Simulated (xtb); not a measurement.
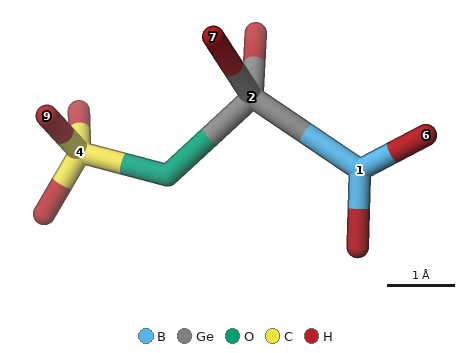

The structure as given in the input (stick view, seen at a tilt; atoms are numbered from 1 in the order of the input). Sticks mark near contacts. Bond lengths as drawn: B–Ge 2.00 Å, B–H 1.16 to 1.17 Å, C–H 1.09 Å, C–O 1.41 Å, Ge–H 1.52 to 1.53 Å and Ge–O 1.78 Å.

## CH$_{7}$BGeO: single-point calculation

CH$_{7}$BGeO, SMILES [BH2][GeH2][O]C, computed with GFN2-xTB (xtb 6.7.1 later snapshot).

The geometry was optimised with GFN2-xTB.

## Input (mol.xyz)
```
11

B     -1.76764900     1.43102100    -0.85250100
Ge    -0.79176800     0.20138400     0.38782400
O      0.74977800    -0.16512400    -0.42474400
C      1.74876100    -0.99941100     0.11003000
H     -1.30457000     1.73351000    -1.87697300
H     -2.81218500     1.85510600    -0.55645800
H     -0.41760200     0.69741500     1.78049700
H     -1.41068500    -1.15021100     0.72836800
H      2.13417800    -0.60729900     1.05547000
H      1.37449600    -2.01196100     0.28550100
H      2.56254500    -1.04132800    -0.61641400
```

## File xtb.inp
```
$chrg 0
$spin 0
$end
```

Hardware: 1 thread of Arm Neoverse V1, 24 GiB of memory available, shared host.

Command:
```bash
xtb mol.xyz -I xtb.inp --oniom gfn2:gfn1 1,2,3,5,6,7,8 --grad > mol.out 2> xtb.err
```

## Log
```
* xtb version 6.7.1
   ID    Z sym.   atoms
    1    5 B      1
    2   32 Ge     2
    3    8 O      3
    4    6 C      4
    5    1 H      5-11

           -------------------------------------------------
          |                Calculation Setup                |
           -------------------------------------------------

          program call               : xtb mol.xyz -I xtb.inp --oniom gfn2:gfn1 1,2,3,5,6,7,8 --grad
          coordinate file            : mol.xyz
          omp threads                :                     1

  ------------------------------------------------------------------------

      Singlepoint calculation of whole system with low-level method

  ------------------------------------------------------------------------

          ...................................................
          :                      SETUP                      :
          :.................................................:
          :  # basis functions                  36          :
          :  # atomic orbitals                  35          :
          :  # shells                           23          :
          :  # electrons                        24          :
          :  # halogen bonds                     0          :
          :  max. iterations                   250          :
          :  Hamiltonian                  GFN1-xTB          :
          :  restarted?                      false          :
          :  GBSA solvation                  false          :
          :  PC potential                    false          :
          :  electronic temp.          300.0000000     K    :
          :  accuracy                    1.0000000          :
          :  -> integral cutoff          0.2500000E+02      :
          :  -> integral neglect         0.1000000E-07      :
          :  -> SCF convergence          0.1000000E-05 Eh   :
          :  -> wf. convergence          0.2000000E-04 e    :
          :  Broyden damping             0.4000000          :
          :  net charge                          0          :
          :  unpaired electrons                  0          :
          ...................................................

 iter      E             dE          RMSdq      gap      omega  full diag
   1    -13.6371275 -0.136371E+02  0.662E+00    3.24       0.0  T
   2    -13.6666387 -0.295112E-01  0.396E+00    2.70       1.0  T
   3    -13.5625958  0.104043E+00  0.265E+00    2.54       1.0  T
   4    -13.7141782 -0.151582E+00  0.607E-01    2.47       1.0  T
   5    -13.7163503 -0.217206E-02  0.878E-02    2.56       1.0  T
   6    -13.7163955 -0.451924E-04  0.618E-02    2.56       1.0  T
   7    -13.7164590 -0.635190E-04  0.136E-02    2.56       2.2  T
   8    -13.7164602 -0.124226E-05  0.285E-03    2.56      10.6  T
   9    -13.7164602  0.188689E-07  0.248E-03    2.56      12.2  T
  10    -13.7164603 -0.905543E-07  0.126E-03    2.56      23.9  T
  11    -13.7164603 -0.282279E-07  0.166E-04    2.56     181.5  T
  12    -13.7164603 -0.419186E-09  0.513E-06    2.56    5872.6  T

   *** convergence criteria satisfied after 12 iterations ***

         #    Occupation            Energy/Eh            Energy/eV
      -------------------------------------------------------------
         1        2.0000           -0.7501150             -20.4117
       ...           ...                  ...                  ...
         6        2.0000           -0.5537263             -15.0677
         7        2.0000           -0.5431980             -14.7812
         8        2.0000           -0.4899031             -13.3309
         9        2.0000           -0.4708155             -12.8115
        10        2.0000           -0.4548622             -12.3774
        11        2.0000           -0.4410949             -12.0028
        12        2.0000           -0.4390751             -11.9478 (HOMO)
        13                         -0.3450570              -9.3895 (LUMO)
        14                         -0.1958482              -5.3293
        15                         -0.1657870              -4.5113
        16                         -0.1489365              -4.0528
        17                         -0.1428100              -3.8861
       ...                                ...                  ...
        35                          0.6086994              16.5636
      -------------------------------------------------------------
                  HL-Gap            0.0940180 Eh            2.5584 eV
             Fermi-level           -0.3920661 Eh          -10.6687 eV

 SCC (total)                   0 d,  0 h,  0 min,  0.008 sec
 SCC setup                      ...        0 min,  0.000 sec (  1.051%)
 Dispersion                     ...        0 min,  0.000 sec (  0.454%)
 classical contributions        ...        0 min,  0.000 sec (  0.121%)
 integral evaluation            ...        0 min,  0.002 sec ( 20.994%)
 iterations                     ...        0 min,  0.003 sec ( 37.546%)
 molecular gradient             ...        0 min,  0.003 sec ( 38.003%)
 printout                       ...        0 min,  0.000 sec (  1.651%)

         :::::::::::::::::::::::::::::::::::::::::::::::::::::
         ::                     SUMMARY                     ::
         :::::::::::::::::::::::::::::::::::::::::::::::::::::
         :: total energy             -13.605337666887 Eh    ::
         :: gradient norm              0.036740674839 Eh/a0 ::
         :: HOMO-LUMO gap              2.558360938730 eV    ::
         ::.................................................::
         :: SCC energy               -13.716460322011 Eh    ::
         :: -> electrostatic           0.062676936834 Eh    ::
         :: repulsion energy           0.114027097939 Eh    ::
         :: dispersion energy         -0.002904442815 Eh    ::
         :: halogen bond corr.         0.000000000000 Eh    ::
         :: add. restraining           0.000000000000 Eh    ::
         :: total charge               0.000000000000 e     ::
         :::::::::::::::::::::::::::::::::::::::::::::::::::::

  ------------------------------------------------------------------------

      Singlepoint calculation of inner region with low-level method

  ------------------------------------------------------------------------

          ...................................................
          :                      SETUP                      :
          :.................................................:
          :  # basis functions                  28          :
          :  # atomic orbitals                  27          :
          :  # shells                           17          :
          :  # electrons                        18          :
          :  # halogen bonds                     0          :
          :  max. iterations                   250          :
          :  Hamiltonian                  GFN1-xTB          :
          :  restarted?                      false          :
          :  GBSA solvation                  false          :
          :  PC potential                    false          :
          :  electronic temp.          300.0000000     K    :
          :  accuracy                    1.0000000          :
          :  -> integral cutoff          0.2500000E+02      :
          :  -> integral neglect         0.1000000E-07      :
          :  -> SCF convergence          0.1000000E-05 Eh   :
          :  -> wf. convergence          0.2000000E-04 e    :
          :  Broyden damping             0.4000000          :
          :  net charge                          0          :
          :  unpaired electrons                  0          :
          ...................................................

 iter      E             dE          RMSdq      gap      omega  full diag
   1    -10.4600809 -0.104601E+02  0.606E+00    3.17       0.0  T
   2    -10.4738330 -0.137521E-01  0.352E+00    2.68       1.0  T
   3    -10.4114151  0.624178E-01  0.235E+00    2.52       1.0  T
   4    -10.4955133 -0.840982E-01  0.600E-01    2.45       1.0  T
   5    -10.4978999 -0.238664E-02  0.126E-01    2.56       1.0  T
   6    -10.4980510 -0.151097E-03  0.683E-02    2.53       1.0  T
   7    -10.4981071 -0.560376E-04  0.522E-03    2.54       6.8  T
   8    -10.4981072 -0.995390E-07  0.306E-03    2.54      11.6  T
   9    -10.4981072 -0.527040E-07  0.215E-03    2.54      16.4  T
  10    -10.4981073 -0.449289E-07  0.583E-04    2.54      60.7  T
  11    -10.4981073 -0.459328E-08  0.815E-05    2.54     433.7  T
  12    -10.4981073 -0.705445E-10  0.143E-05    2.54    2472.1  T

   *** convergence criteria satisfied after 12 iterations ***

         #    Occupation            Energy/Eh            Energy/eV
      -------------------------------------------------------------
         1        2.0000           -0.7424103             -20.2020
       ...           ...                  ...                  ...
         3        2.0000           -0.5752558             -15.6535
         4        2.0000           -0.5638569             -15.3433
         5        2.0000           -0.5115143             -13.9190
         6        2.0000           -0.4997440             -13.5987
         7        2.0000           -0.4872874             -13.2598
         8        2.0000           -0.4525292             -12.3139
         9        2.0000           -0.4373493             -11.9009 (HOMO)
        10                         -0.3439742              -9.3600 (LUMO)
        11                         -0.1892780              -5.1505
        12                         -0.1574064              -4.2832
        13                         -0.1562076              -4.2506
        14                         -0.1388398              -3.7780
       ...                                ...                  ...
        27                          0.6255800              17.0229
      -------------------------------------------------------------
                  HL-Gap            0.0933751 Eh            2.5409 eV
             Fermi-level           -0.3906617 Eh          -10.6304 eV

 SCC (total)                   0 d,  0 h,  0 min,  0.004 sec
 SCC setup                      ...        0 min,  0.000 sec (  1.060%)
 Dispersion                     ...        0 min,  0.000 sec (  0.376%)
 classical contributions        ...        0 min,  0.000 sec (  0.138%)
 integral evaluation            ...        0 min,  0.001 sec ( 23.069%)
 iterations                     ...        0 min,  0.002 sec ( 35.370%)
 molecular gradient             ...        0 min,  0.002 sec ( 38.302%)
 printout                       ...        0 min,  0.000 sec (  1.371%)

         :::::::::::::::::::::::::::::::::::::::::::::::::::::
         ::                     SUMMARY                     ::
         :::::::::::::::::::::::::::::::::::::::::::::::::::::
         :: total energy             -10.422058839761 Eh    ::
         :: gradient norm              0.038634934327 Eh/a0 ::
         :: HOMO-LUMO gap              2.540865396730 eV    ::
         ::.................................................::
         :: SCC energy               -10.498107276519 Eh    ::
         :: -> electrostatic           0.063268094033 Eh    ::
         :: repulsion energy           0.077821141845 Eh    ::
         :: dispersion energy         -0.001772705087 Eh    ::
         :: halogen bond corr.         0.000000000000 Eh    ::
         :: add. restraining           0.000000000000 Eh    ::
         :: total charge               0.000000000000 e     ::
         :::::::::::::::::::::::::::::::::::::::::::::::::::::

  ------------------------------------------------------------------------

      Singlepoint calculation of inner region with high-level method

  ------------------------------------------------------------------------

          ...................................................
          :                      SETUP                      :
          :.................................................:
          :  # basis functions                  23          :
          :  # atomic orbitals                  22          :
          :  # shells                           12          :
          :  # electrons                        18          :
          :  max. iterations                   250          :
          :  Hamiltonian                  GFN2-xTB          :
          :  restarted?                      false          :
          :  GBSA solvation                  false          :
          :  PC potential                    false          :
          :  electronic temp.          300.0000000     K    :
          :  accuracy                    1.0000000          :
          :  -> integral cutoff          0.2500000E+02      :
          :  -> integral neglect         0.1000000E-07      :
          :  -> SCF convergence          0.1000000E-05 Eh   :
          :  -> wf. convergence          0.1000000E-03 e    :
          :  Broyden damping             0.4000000          :
          :  net charge                          0          :
          :  unpaired electrons                  0          :
          ...................................................

 iter      E             dE          RMSdq      gap      omega  full diag
   1     -9.2911999 -0.929120E+01  0.115E+01    4.25       0.0  T
   2     -8.4575483  0.833652E+00  0.128E+01    0.81       1.0  T
   3     -9.6754220 -0.121787E+01  0.605E+00    4.04       1.0  T
   4     -9.8262277 -0.150806E+00  0.456E+00    2.83       1.0  T
   5     -9.8171911  0.903660E-02  0.471E+00    2.47       1.0  T
   6     -9.6338465  0.183345E+00  0.493E+00    0.97       1.0  T
   7     -9.8194155 -0.185569E+00  0.133E+00    2.33       1.0  T
   8     -9.8274946 -0.807919E-02  0.539E-01    2.55       1.0  T
   9     -9.8288812 -0.138653E-02  0.228E-01    2.64       1.0  T
  10     -9.8292151 -0.333919E-03  0.411E-02    2.71       1.0  T
  11     -9.8292182 -0.311003E-05  0.544E-02    2.71       1.0  T
  12     -9.8292213 -0.307550E-05  0.223E-02    2.72       1.6  T
  13     -9.8292228 -0.148513E-05  0.101E-02    2.72       3.5  T
  14     -9.8292232 -0.400382E-06  0.206E-03    2.72      17.2  T
  15     -9.8292232 -0.152556E-07  0.430E-04    2.72      82.3  T
  16     -9.8292232 -0.627931E-09  0.895E-05    2.72     395.2  T

   *** convergence criteria satisfied after 16 iterations ***

         #    Occupation            Energy/Eh            Energy/eV
      -------------------------------------------------------------
         1        2.0000           -0.6683187             -18.1859
       ...           ...                  ...                  ...
         3        2.0000           -0.5328462             -14.4995
         4        2.0000           -0.5140608             -13.9883
         5        2.0000           -0.4621471             -12.5757
         6        2.0000           -0.4594755             -12.5030
         7        2.0000           -0.4526953             -12.3185
         8        2.0000           -0.4141210             -11.2688
         9        2.0000           -0.4039858             -10.9930 (HOMO)
        10                         -0.3038953              -8.2694 (LUMO)
        11                         -0.1086542              -2.9566
        12                         -0.0410280              -1.1164
        13                         -0.0361644              -0.9841
        14                          0.0041917               0.1141
       ...                                ...                  ...
        22                          1.0288666              27.9969
      -------------------------------------------------------------
                  HL-Gap            0.1000905 Eh            2.7236 eV
             Fermi-level           -0.3539405 Eh           -9.6312 eV

 SCC (total)                   0 d,  0 h,  0 min,  0.003 sec
 SCC setup                      ...        0 min,  0.000 sec (  1.945%)
 Dispersion                     ...        0 min,  0.000 sec (  0.584%)
 classical contributions        ...        0 min,  0.000 sec (  0.198%)
 integral evaluation            ...        0 min,  0.000 sec ( 12.229%)
 iterations                     ...        0 min,  0.002 sec ( 61.339%)
 molecular gradient             ...        0 min,  0.001 sec ( 21.876%)
 printout                       ...        0 min,  0.000 sec (  1.447%)

         :::::::::::::::::::::::::::::::::::::::::::::::::::::
         ::                     SUMMARY                     ::
         :::::::::::::::::::::::::::::::::::::::::::::::::::::
         :: total energy              -9.766927052866 Eh    ::
         :: gradient norm              0.014500241114 Eh/a0 ::
         :: HOMO-LUMO gap              2.723601507252 eV    ::
         ::.................................................::
         :: SCC energy                -9.829221594739 Eh    ::
         :: -> isotropic ES            0.039203559374 Eh    ::
         :: -> anisotropic ES          0.002369854400 Eh    ::
         :: -> anisotropic XC         -0.000802483634 Eh    ::
         :: -> dispersion             -0.003192110560 Eh    ::
         :: repulsion energy           0.062294541874 Eh    ::
         :: add. restraining           0.000000000000 Eh    ::
         :: total charge              -0.000000000000 e     ::
         :::::::::::::::::::::::::::::::::::::::::::::::::::::

           -------------------------------------------------
          |                Property Printout                |
           -------------------------------------------------

           -------------------------------------------------
          | ONIOM TOTAL ENERGY        -12.950205879992 Eh   |
          | ONIOM GRADIENT NORM         0.011855718785 Eh/α |
           -------------------------------------------------

------------------------------------------------------------------------
------------------------------------------------------------------------
 total:
 *  cpu-time:     0 d,  0 h,  0 min,  0.026 sec
 * ratio c/w:     1.000 speedup
 SCF:
 *  cpu-time:     0 d,  0 h,  0 min,  0.023 sec
 * ratio c/w:     1.000 speedup
```

## Standard error
```
normal termination of xtb
```

## Results in brief

| quantity | value |
| --- | --- |
| outcome | converged |
| total energy | −12.950206 hartree |
| largest force | 0.498 eV/Å |
| peak memory | 0.077 GiB |
